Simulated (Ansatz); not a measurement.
Response to strain in Ag

Start from Ag in the fcc (Cu type) structure (space group Fm-3m, No. 225; a = 4.1489 Å; relaxed with 0.1 eV smearing).

Strains are applied to the cell and any free atomic positions relax.

Computed with PBE, PAW, 420 eV (Ansatz, a first-principles code; without spin-orbit coupling), earlier PAW set.

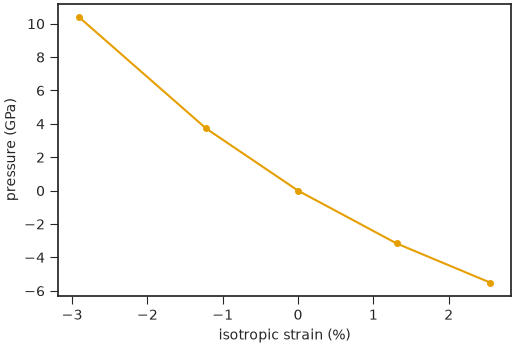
*Pressure against isotropic strain*

Problem. From the plot, what is the pressure for isotropic strain −2.91 %?

Solution. About 10 GPa.

Problem. Is the trend monotonic over the range shown?

Solution. Yes, it falls throughout, spanning -5.5 GPa to 10.4 GPa.

Stability against distortions was not tested.
